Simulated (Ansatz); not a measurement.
**CHAlN+ (triplet): correlated methods under varied settings**

Aim: run CHAlN+ (triplet) at one geometry under a spread of methods and options, and see what each costs and gives.

Method: the settings change from run to run; program: Ansatz 0.2.0, Gaussian basis.

21 further runs of the same task are left out: 9 that didn't finish, 12 set aside as unsound or not needed.

## 1. What is computed

The geometry is a PBE0/def2-TZVP stationary point (not a proven minimum) of the parent state, kept for this charge and spin.

4 atoms, charge 1, spin multiplicity 3.

Atoms are counted from 1 here; the program's logs count them from 0.

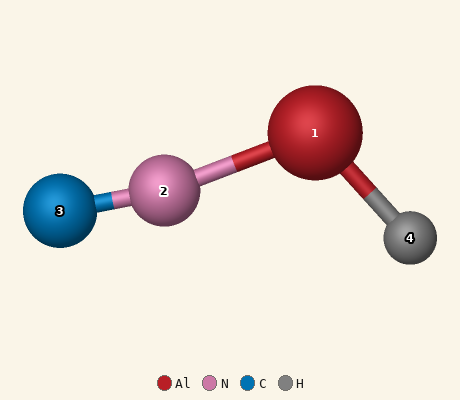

The geometry (aluminium red, nitrogen pink, carbon blue, hydrogen grey); atoms are numbered from 1 in the order of the file.

## 2. BCCD on UHF/6-31G

in.yaml

```yaml
crystal:
  periodic: [false, false, false]
  atoms:
    - {symbol: Al, position_ang: [0.000000, -0.111786, 1.121424]}
    - {symbol: N, position_ang: [0.000000, 0.097969, -0.684708]}
    - {symbol: C, position_ang: [0.000000, 0.027668, -1.876852]}
    - {symbol: H, position_ang: [0.000000, 1.301302, 1.860276]}
basis:
  gaussian: {orbitals: 6-31G}
total_charge: 1
magnetization: {spin_polarized: true, initial_magnetization: 2}
correlation: {method: bccd, electrons: valence}
output: {forces: true}
```

Command:

```sh
> ansatz run in.yaml --threads 1 --pin off --events-out ev --progress --plain --max-ram 2393MiB
```

Output (excerpt; [...] marks lines left out):

```text
Functional definition: HF
  name "HF"
  cite "Fock, Z. Phys. 61, 126 (1930) doi:10.1007/BF01340294"
  parent pbe
[...]
429 factors; integrals over basis functions are off by at most 1.8e-4 eV
[...]
mean field -9098.68019092 eV, -334.3703297095 hartree, gradient 2.9e-6 eV, S^2 2.518612; 8 other end points of the search recorded, 0 dependent functions left out
determinant -9098.68019092 eV, -334.3703297095 hartree, with singles and doubles -9104.34745488 eV, -334.5785978184 hartree
determinant -9096.97529488 eV, -334.3076759354 hartree, with singles and doubles -9102.06244015 eV, -334.4946250759 hartree
determinant -9096.83588918 eV, -334.3025528707 hartree, with singles and doubles -9101.90434718 eV, -334.4888152667 hartree
determinant -9096.66170033 eV, -334.2961515484 hartree, with singles and doubles -9102.42001188 eV, -334.5077655947 hartree
7 core orbitals not correlated: weight in the atoms' cores, before any rotation towards them, 1.000 or more for the frozen orbitals, at most 0.000 for the correlated occupied ones
reference -9098.68019092 eV, -334.3703297095 hartree; 7, 5 occupied and 19, 21 virtual orbitals, 429 factors
second order -4.49402605 eV of doubles, -0.00000000 eV of singles
cycle   1  -5.60512325 eV  change    6.2e-2 eV  update   3.9e-2
[...]
cycle  19  -5.63512211 eV  change   -1.8e-6 eV  update   1.1e-6
WARN: the results are in doubt because among natural orbitals full CI differs from the method by -0.114 eV
[...]
Total energy: -9104.31531303 eV, -334.5774166273 hartree
Atom 0 at     0.000000    -0.111786     1.121424 Å, force     0.000000    -0.709509     3.237861 eV/Å
Atom 1 at     0.000000     0.097969    -0.684708 Å, force     0.000000     0.332536    -4.386667 eV/Å
Atom 2 at     0.000000     0.027668    -1.876852 Å, force     0.000000     0.107541     1.120576 eV/Å
Atom 3 at     0.000000     1.301302     1.860276 Å, force    -0.000000     0.269432     0.028230 eV/Å
Dipole moment:    -0.000000    -0.125577    -0.396947 e Å
In doubt: among natural orbitals full CI differs from the method by -0.114 eV
```

Run time: 3.6 s. Hardware: 1 thread of Arm Neoverse V1, shared host.

From the report: ⟨S²⟩ of the determinant 2.519 (pure triplet: 2.00); correlation -5.6351 eV; largest double amplitude 0.10. The determinant is far from a pure spin state, so its energy mixes those of several spin states (harmless only where they are near-degenerate, as at dissociation). The program marks this result as in doubt; its last lines say why.

## 3. CASCI(6,7)/STO-3G

in.yaml

```yaml
crystal:
  periodic: [false, false, false]
  atoms:
    - {symbol: Al, position_ang: [0.000000, -0.111786, 1.121424]}
    - {symbol: N, position_ang: [0.000000, 0.097969, -0.684708]}
    - {symbol: C, position_ang: [0.000000, 0.027668, -1.876852]}
    - {symbol: H, position_ang: [0.000000, 1.301302, 1.860276]}
basis:
  gaussian: {orbitals: STO-3G}
total_charge: 1
magnetization: {spin_polarized: false, initial_magnetization: 2}
hamiltonian: {pseudopotentials: {relativity: none}}
correlation: {active_space: {window: {electrons: 6, orbitals: 7}, fixed_orbitals: true}}
scf: {lower_state_search: full}
```

Launched as before.

Output (excerpt; [...] marks lines left out):

```text
Functional definition: HF
  name "HF"
  cite "Fock, Z. Phys. 61, 126 (1930) doi:10.1007/BF01340294"
  parent pbe
[...]
241 factors; integrals over basis functions are off by at most 2.8e-5 eV
[...]
mean field -8991.12989566 eV, -330.4179292588 hartree, gradient 2.5e-6 eV, S^2 2.000000; 17 other end points of the search recorded, 0 dependent functions left out
reference -8991.12989566 eV, -330.4179292588 hartree; 14, 12 occupied and 6, 8 virtual orbitals, 241 factors
state -8992.37278593 eV, -330.4636046339 hartree
Total energy: -8992.37278593 eV, -330.4636046339 hartree
```

It took 0.57 s on 1 thread of Arm Neoverse V1, shared host.

From the report: 617 determinants; active occupations 1.99, 1.90, 1.00, 1.00, 0.10, 0.01, 0.00.

## 4. HF/def2-SVP

in.yaml

```yaml
crystal:
  periodic: [false, false, false]
  atoms:
    - {symbol: Al, position_ang: [0.000000, -0.111786, 1.121424]}
    - {symbol: N, position_ang: [0.000000, 0.097969, -0.684708]}
    - {symbol: C, position_ang: [0.000000, 0.027668, -1.876852]}
    - {symbol: H, position_ang: [0.000000, 1.301302, 1.860276]}
basis:
  gaussian: {orbitals: def2-SVP}
total_charge: 1
magnetization: {spin_polarized: true, initial_magnetization: 2}
hamiltonian: {xc: hf}
output: {forces: true, orbitals: {seedname: orbitals}}
```

The command is unchanged.

Output (excerpt; [...] marks lines left out):

```text
Functional definition: HF
  name "HF"
  cite "Fock, Z. Phys. 61, 126 (1930) doi:10.1007/BF01340294"
  parent pbe
[...]
499 factors; integrals over basis functions are off by at most 1.0e-3 eV
[...]
mean field -9096.24691636 eV, -334.2809085185 hartree, gradient 6.4e-5 eV, S^2 2.450696; 4 other end points of the search recorded, 0 dependent functions left out
[...]
reference -9096.24691636 eV, -334.2809085185 hartree; 14, 12 occupied and 37, 39 virtual orbitals, 499 factors
Total energy: -9096.24691636 eV, -334.2809085185 hartree
Atom 0 at     0.000000    -0.111786     1.121424 Å, force    -0.000000     0.083017     2.778580 eV/Å
Atom 1 at     0.000000     0.097969    -0.684708 Å, force     0.000000     0.179723    -6.161375 eV/Å
Atom 2 at     0.000000     0.027668    -1.876852 Å, force    -0.000000     0.188769     3.699642 eV/Å
Atom 3 at     0.000000     1.301302     1.860276 Å, force    -0.000000    -0.451508    -0.316848 eV/Å
Dipole moment:    -0.000000    -0.169163    -0.491908 e Å
```

Wall time 1.7 s (1 thread of Arm Neoverse V1, shared host).

From the report: ⟨S²⟩ of the determinant 2.451 (pure triplet: 2.00).

## 5. CCSD(T) on UHF/6-31G*

Edit in.yaml of step 4 so:

```diff
@@ -8,6 +8,6 @@
 basis:
-  gaussian: {orbitals: def2-SVP}
+  gaussian: {orbitals: "6-31G*"}
 total_charge: 1
 magnetization: {spin_polarized: true, initial_magnetization: 2}
-hamiltonian: {xc: hf}
-output: {forces: true, orbitals: {seedname: orbitals}}
+correlation: {method: ccsd_t, electrons: all}
+scf: {lower_state_search: off}
```

Launched as before.

Output (excerpt; [...] marks lines left out):

```text
Functional definition: HF
  name "HF"
  cite "Fock, Z. Phys. 61, 126 (1930) doi:10.1007/BF01340294"
  parent pbe
[...]
479 factors; integrals over basis functions are off by at most 7.2e-4 eV
[...]
mean field -9099.99429252 eV, -334.4186220525 hartree, gradient 2.5e-6 eV, S^2 2.452822; 0 other end points of the search recorded, 0 dependent functions left out
reference -9099.99429252 eV, -334.4186220525 hartree; 14, 12 occupied and 37, 39 virtual orbitals, 479 factors
second order -7.22123014 eV of doubles, -0.00000000 eV of singles
cycle   1  -7.49733420 eV  change   -2.8e-1 eV  update   1.1e-1
[...]
cycle  19  -8.43374187 eV  change    1.7e-5 eV  update   4.9e-6
perturbative correction -0.36285515 eV, -0.0133346807 hartree
Total energy: -9108.79088954 eV, -334.7418910304 hartree
Checks for a lower state left out: stability, starts, cluster_reference, orbital_swaps, neighbouring_geometries, increment
```

Wall time 4.5 s (1 thread of Arm Neoverse V1, shared host).

From the report: ⟨S²⟩ of the determinant 2.453 (pure triplet: 2.00); correlation -8.7966 eV; T1 0.045; largest double amplitude 0.08.

## 6. MP2 on UHF/cc-pVDZ

Edit in.yaml of step 5 so:

```diff
@@ -8,6 +8,6 @@
 basis:
-  gaussian: {orbitals: "6-31G*"}
+  gaussian: {orbitals: cc-pVDZ}
 total_charge: 1
 magnetization: {spin_polarized: true, initial_magnetization: 2}
-correlation: {method: ccsd_t, electrons: all}
-scf: {lower_state_search: off}
+correlation: {method: mp2, electrons: outside_noble_gas}
+output: {forces: true}
```

Launched as before.

Output (excerpt; [...] marks lines left out):

```text
Functional definition: HF
  name "HF"
  cite "Fock, Z. Phys. 61, 126 (1930) doi:10.1007/BF01340294"
  parent pbe
[...]
495 factors; integrals over basis functions are off by at most 1.0e-3 eV
[...]
mean field -9100.48353883 eV, -334.4366015228 hartree, gradient 3.0e-6 eV, S^2 2.440308; 9 other end points of the search recorded, 0 dependent functions left out
7 core orbitals not correlated: weight in the atoms' cores, before any rotation towards them, 1.000 or more for the frozen orbitals, at most 0.000 for the correlated occupied ones
reference -9100.48353883 eV, -334.4366015228 hartree; 7, 5 occupied and 37, 39 virtual orbitals, 495 factors
second order -6.86039861 eV of doubles, -0.00000000 eV of singles
[...]
Total energy: -9107.34393745 eV, -334.6887165217 hartree
Atom 0 at     0.000000    -0.111786     1.121424 Å, force    -0.000000    -0.168432     2.997467 eV/Å
Atom 1 at     0.000000     0.097969    -0.684708 Å, force     0.000000     0.060677   -10.033601 eV/Å
Atom 2 at     0.000000     0.027668    -1.876852 Å, force    -0.000000     0.371774     7.268509 eV/Å
Atom 3 at     0.000000     1.301302     1.860276 Å, force     0.000000    -0.264019    -0.232375 eV/Å
Dipole moment:     0.000000    -0.148192    -0.568680 e Å
```

It took 2.9 s on 1 thread of Arm Neoverse V1, shared host.

From the report: ⟨S²⟩ of the determinant 2.440 (pure triplet: 2.00).

## 7. HF/cc-pVDZ

Edit in.yaml of step 6 so:

```diff
@@ -11,3 +11,3 @@
 magnetization: {spin_polarized: true, initial_magnetization: 2}
-correlation: {method: mp2, electrons: outside_noble_gas}
-output: {forces: true}
+hamiltonian: {xc: hf, pseudopotentials: {relativity: scalar}}
+output: {forces: true, orbitals: {seedname: orbitals}}
```

Launched as before.

Output (excerpt; [...] marks lines left out):

```text
Functional definition: HF
  name "HF"
  cite "Fock, Z. Phys. 61, 126 (1930) doi:10.1007/BF01340294"
  parent pbe
[...]
495 factors; integrals over basis functions are off by at most 1.0e-3 eV
[...]
mean field -9112.35434122 eV, -334.8728454641 hartree, gradient 2.6e-5 eV, S^2 2.441339; 2 other end points of the search recorded, 0 dependent functions left out
[...]
reference -9112.35434122 eV, -334.8728454641 hartree; 14, 12 occupied and 37, 39 virtual orbitals, 495 factors
Total energy: -9112.35434122 eV, -334.8728454641 hartree
Relativity: scalar
Atom 0 at     0.000000    -0.111786     1.121424 Å, force     0.000000    -0.096041     3.181018 eV/Å
Atom 1 at     0.000000     0.097969    -0.684708 Å, force    -0.000000     0.320859    -6.397097 eV/Å
Atom 2 at     0.000000     0.027668    -1.876852 Å, force     0.000000     0.136543     3.500752 eV/Å
Atom 3 at     0.000000     1.301302     1.860276 Å, force     0.000000    -0.361360    -0.284673 eV/Å
Dipole moment:     0.000000    -0.152196    -0.471534 e Å
```

It took 1.7 s on 1 thread of Arm Neoverse V1, shared host.

From the report: ⟨S²⟩ of the determinant 2.441 (pure triplet: 2.00).

## 8. MRCISD+Q(relaxed)(2,3)/STO-3G

in.yaml

```yaml
crystal:
  periodic: [false, false, false]
  atoms:
    - {symbol: Al, position_ang: [0.000000, -0.111786, 1.121424]}
    - {symbol: N, position_ang: [0.000000, 0.097969, -0.684708]}
    - {symbol: C, position_ang: [0.000000, 0.027668, -1.876852]}
    - {symbol: H, position_ang: [0.000000, 1.301302, 1.860276]}
basis:
  gaussian: {orbitals: STO-3G}
total_charge: 1
magnetization: {spin_polarized: false, initial_magnetization: 2}
correlation: {method: fic_mrcisd_q_relaxed, electrons: all, active_space: {window: {electrons: 2, orbitals: 3}}}
accuracy: high
scf: {lower_state_search: off}
```

The command is unchanged.

Output (excerpt; [...] marks lines left out):

```text
Functional definition: HF
  name "HF"
  cite "Fock, Z. Phys. 61, 126 (1930) doi:10.1007/BF01340294"
  parent pbe
[...]
350 factors; integrals over basis functions are off by at most 1.2e-8 eV
[...]
mean field -8991.13002086 eV, -330.4179338598 hartree, gradient 1.8e-8 eV, S^2 2.000000; 0 other end points of the search recorded, 0 dependent functions left out
reference -8991.13002086 eV, -330.4179338598 hartree; 14, 12 occupied and 6, 8 virtual orbitals, 350 factors
state -8991.13002086 eV, -330.4179338598 hartree
contracted CI cycle   1: correlation 0.00000000 eV, 0.0000000000 hartree, residual 1.71e1 eV
contracted CI cycle   2: correlation -4.54832273 eV, -0.1671477775 hartree, residual 3.59e0 eV
contracted CI cycle   3: correlation -4.91626684 eV, -0.1806694742 hartree, residual 1.53e0 eV
contracted CI cycle   4: correlation -4.97642138 eV, -0.1828801126 hartree, residual 6.04e-1 eV
[...]
contracted CI cycle  13: correlation -4.98741879 eV, -0.1832842599 hartree, residual 2.22e-4 eV
contracted CI cycle  14: correlation -4.98741879 eV, -0.1832842599 hartree, residual 9.59e-5 eV
contracted CI cycle  15: correlation -4.98741879 eV, -0.1832842599 hartree, residual 3.57e-5 eV
contracted CI cycle  16: correlation -4.98741879 eV, -0.1832842599 hartree, residual 1.44e-5 eV
contracted CI cycle  17: correlation -4.98741879 eV, -0.1832842599 hartree, residual 5.01e-6 eV
contracted CI cycle  18: correlation -4.98741879 eV, -0.1832842599 hartree, residual 1.90e-6 eV
contracted CI cycle  19: correlation -4.98741879 eV, -0.1832842599 hartree, residual 7.24e-7 eV
state -8991.13002086 eV, -330.4179338598 hartree; corrected -8996.79116349 eV, -330.6259770141 hartree
WARN: 1 active orbitals are nearly empty or full. The corrections depend on them more than the energy does, and are more stable in an active space without them
Total energy: -8996.79116349 eV, -330.6259770141 hartree
Checks for a lower state left out: stability, starts, cluster_reference, orbital_swaps, neighbouring_geometries, increment
```

It took 0.66 s on 1 thread of Arm Neoverse V1, shared host.

From the report: 5 determinants; active occupations 1.00, 1.00, 0.00. The report marks this result as in doubt.

## 9. CCSD on ROHF/cc-pVDZ

in.yaml

```yaml
crystal:
  periodic: [false, false, false]
  atoms:
    - {symbol: Al, position_ang: [0.000000, -0.111786, 1.121424]}
    - {symbol: N, position_ang: [0.000000, 0.097969, -0.684708]}
    - {symbol: C, position_ang: [0.000000, 0.027668, -1.876852]}
    - {symbol: H, position_ang: [0.000000, 1.301302, 1.860276]}
basis:
  gaussian: {orbitals: cc-pVDZ}
total_charge: 1
magnetization: {spin_polarized: false, initial_magnetization: 2}
hamiltonian: {pseudopotentials: {relativity: none}}
correlation: {method: ccsd, electrons: valence, diis_vectors: 2}
```

Launched as before.

Output (excerpt; [...] marks lines left out):

```text
Functional definition: HF
  name "HF"
  cite "Fock, Z. Phys. 61, 126 (1930) doi:10.1007/BF01340294"
  parent pbe
[...]
495 factors; integrals over basis functions are off by at most 1.0e-3 eV
[...]
mean field -9099.87869283 eV, -334.4143738421 hartree, gradient 3.0e-6 eV, S^2 2.000000; 14 other end points of the search recorded, 0 dependent functions left out
[...]
determinant -9099.87869283 eV, -334.4143738421 hartree, with singles and doubles -9108.56367606 eV, -334.7335410891 hartree
determinant -9099.12345976 eV, -334.3866195389 hartree, with singles and doubles -9106.89153811 eV, -334.6720911528 hartree
determinant -9099.00683149 eV, -334.3823335290 hartree, with singles and doubles -9108.01452413 eV, -334.7133601279 hartree
determinant -9098.98412309 eV, -334.3814990108 hartree, with singles and doubles -9106.71376578 eV, -334.6655581401 hartree
[...]
determinant -9098.52585875 eV, -334.3646581069 hartree, with singles and doubles -9107.95534267 eV, -334.7111852494 hartree
determinant -9097.81544770 eV, -334.3385509821 hartree, with singles and doubles -9106.65673392 eV, -334.6634622581 hartree
determinant -9096.49219697 eV, -334.2899224149 hartree, with singles and doubles -9104.64704614 eV, -334.5896075942 hartree
determinant -9099.87869283 eV, -334.4143738421 hartree, with singles and doubles -9108.57214494 eV, -334.7338523146 hartree
determinant -9099.00683149 eV, -334.3823335290 hartree, with singles and doubles -9108.54495291 eV, -334.7328530261 hartree
7 core orbitals not correlated: weight in the atoms' cores, before any rotation towards them, 1.000 or more for the frozen orbitals, at most 0.000 for the correlated occupied ones
reference -9099.87869283 eV, -334.4143738421 hartree; 7, 5 occupied and 37, 39 virtual orbitals, 495 factors
second order -8.06683365 eV of doubles, -0.08314913 eV of singles
cycle   1  -8.69345200 eV  change    1.2e-7 eV  update   3.8e-6
Total energy: -9108.57214482 eV, -334.7338523103 hartree
```

Run time: 12 s. Hardware: 1 thread of Arm Neoverse V1, shared host.

From the report: correlation -8.6935 eV; T1 0.042; largest double amplitude 0.09.

## 10. BCCD(T) on UHF/cc-pVDZ

Edit in.yaml of step 9 so:

```diff
@@ -10,4 +10,4 @@
 total_charge: 1
-magnetization: {spin_polarized: false, initial_magnetization: 2}
-hamiltonian: {pseudopotentials: {relativity: none}}
-correlation: {method: ccsd, electrons: valence, diis_vectors: 2}
+magnetization: {spin_polarized: true, initial_magnetization: 2}
+correlation: {method: bccd_t, electrons: outside_noble_gas, diis_vectors: 12}
+output: {forces: true}
```

Launched as before.

Output (excerpt; [...] marks lines left out):

```text
Functional definition: HF
  name "HF"
  cite "Fock, Z. Phys. 61, 126 (1930) doi:10.1007/BF01340294"
  parent pbe
[...]
495 factors; integrals over basis functions are off by at most 1.0e-3 eV
[...]
mean field -9100.48353883 eV, -334.4366015228 hartree, gradient 3.0e-6 eV, S^2 2.440308; 13 other end points of the search recorded, 0 dependent functions left out
determinant -9100.48353883 eV, -334.4366015228 hartree, with singles and doubles -9108.56048699 eV, -334.7334238927 hartree
determinant -9099.21305772 eV, -334.3899122031 hartree, with singles and doubles -9106.84357193 eV, -334.6703284281 hartree
determinant -9099.08657703 eV, -334.3852641236 hartree, with singles and doubles -9106.71734147 eV, -334.6656895444 hartree
determinant -9099.00324957 eV, -334.3822018959 hartree, with singles and doubles -9107.11085042 eV, -334.6801507316 hartree
[...]
7 core orbitals not correlated: weight in the atoms' cores, before any rotation towards them, 1.000 or more for the frozen orbitals, at most 0.000 for the correlated occupied ones
reference -9100.48353883 eV, -334.4366015228 hartree; 7, 5 occupied and 37, 39 virtual orbitals, 495 factors
second order -6.86039861 eV of doubles, -0.00000000 eV of singles
cycle   1  -8.01613039 eV  change    6.1e-2 eV  update   3.5e-2
[...]
cycle  20  -8.04785633 eV  change    3.3e-7 eV  update   8.8e-7
perturbative correction -0.43631509 eV, -0.0160342838 hartree
[...]
Total energy: -9108.96771025 eV, -334.7483890716 hartree
Atom 0 at     0.000000    -0.111786     1.121424 Å, force     0.000000    -0.528997     3.269129 eV/Å
Atom 1 at     0.000000     0.097969    -0.684708 Å, force     0.000000     0.534323    -4.344247 eV/Å
Atom 2 at     0.000000     0.027668    -1.876852 Å, force     0.000000     0.006858     1.258314 eV/Å
Atom 3 at     0.000000     1.301302     1.860276 Å, force     0.000000    -0.012184    -0.183196 eV/Å
Dipole moment:    -0.000000    -0.097284    -0.350873 e Å
```

Wall time 16 s (1 thread of Arm Neoverse V1, shared host).

From the report: ⟨S²⟩ of the determinant 2.440 (pure triplet: 2.00); correlation -8.4842 eV; largest double amplitude 0.09.

## 11. The runs in one table

Where basis and cores are those of an earlier RCCSDT(Q)/cc-pVDZ run (-9109.0482 eV), and the state is the same kind, the miss against it is given. † marks a result that the program doubts.

| level | correlated | functions | energy (eV) | from RCCSDT(Q) (meV) | time |
| --- | --- | --- | --- | --- | --- |
| BCCD on UHF/6-31G † | valence | 33 | -9104.3153 |  | 3.6 s |
| CASCI(6,7)/STO-3G |  | 20 | -8992.3728 |  | 0.57 s |
| HF/def2-SVP |  | 51 | -9096.2469 |  | 1.7 s |
| CCSD(T) on UHF/6-31G* | all | 51 | -9108.7909 |  | 4.5 s |
| MP2 on UHF/cc-pVDZ | outside noble gas | 51 | -9107.3439 | 1704.2 | 2.9 s |
| HF/cc-pVDZ (relativity set) |  | 51 | -9112.3543 |  | 1.7 s |
| MRCISD+Q(relaxed)(2,3)/STO-3G † | all | 20 | -8996.7912 |  | 0.66 s |
| CCSD on ROHF/cc-pVDZ | valence | 51 | -9108.5721 |  | 12 s |
| BCCD(T) on UHF/cc-pVDZ | outside noble gas | 51 | -9108.9677 | 80.5 | 16 s |

## 12. What came out

```
quantity                         value
    runs                             9
quickest     CASCI(6,7)/STO-3G, 0.57 s
 slowest  BCCD(T) on UHF/cc-pVDZ, 16 s
```

In words: Total energies in different bases, with other cores or another treatment of relativity can't be set against each other. BCCD(T) on UHF/cc-pVDZ took 27 times as long as CASCI(6,7)/STO-3G; the jobs differ in more than the method. Among the correlated runs with a miss given, it spans +80 to +1704 meV.
